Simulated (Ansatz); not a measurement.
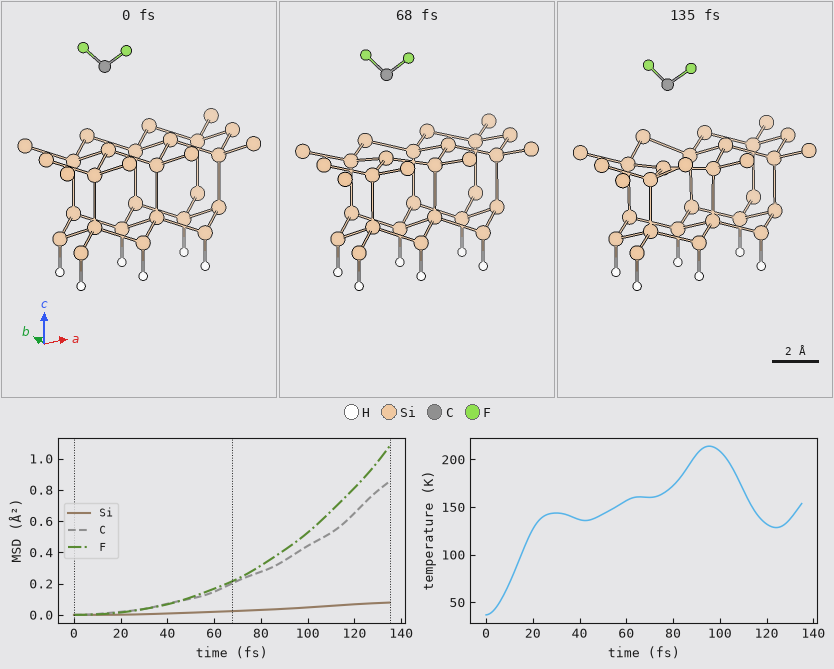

Molecular dynamics of CF2 on Si(111), underside capped with H (33 atoms in the cell), 135 fs long. Frames and the history of the run. The picture is a ball-and-stick view of the simulation cell, with the vacuum cut short, seen slightly off an axis. Bonds to atoms that aren't drawn are left out.

Computed with Ansatz, DFT PBEsol, scalar-relativistic, plane waves, PAW. Settings: plane-wave cutoff 420 eV; k-point mesh 1 × 2 × 1; Fermi-Dirac smearing 0.05 eV; 12 atoms held fixed; constant energy (NVE); time step 0.75 fs; at the start 3 atoms move with typed velocities and the others are at rest.

> What do the frames and curves show?

In the second half of the run the atoms are, in the root-mean-square, this far from where they began (common drift taken out): F 0.76 Å, C 0.69 Å, Si 0.22 Å. Against the typical shortest distance between atoms in the first frame, about 2.4 Å, the C and F atoms wander away from their sites and keep going, while the Si atoms only vibrate. Over the second half the temperature averages 170 K (spread ±28 K). It is well above the start because potential energy is released as heat. The potential energy in the second half lies on average 10.9 meV per atom below the first frame. The total energy stays between −0.0043 and 0 meV per atom of its start. A straight-line fit has a slope that amounts to +0.00033 meV per atom over 135 fs (under 0.1 % of the mean kinetic energy), and the ripple about it is under 0.1 % of the kinetic energy's fluctuation. With a drift under 2 % and a ripple under 7 %, the integration is accurate.

Limits of the set-up: the k-point mesh is coarse for a cell with partly filled bands; the periodic images lie only 7.7 Å apart, so the values are limited by the cell's size.

The run took 28 min on 2 threads of Intel(R) Xeon(R) Platinum 8259CL CPU @ 2.50GHz (Skylake/Cascade Lake), with other jobs on the host, peak memory 2.2 GiB.

PAW datasets: the set soft_1.
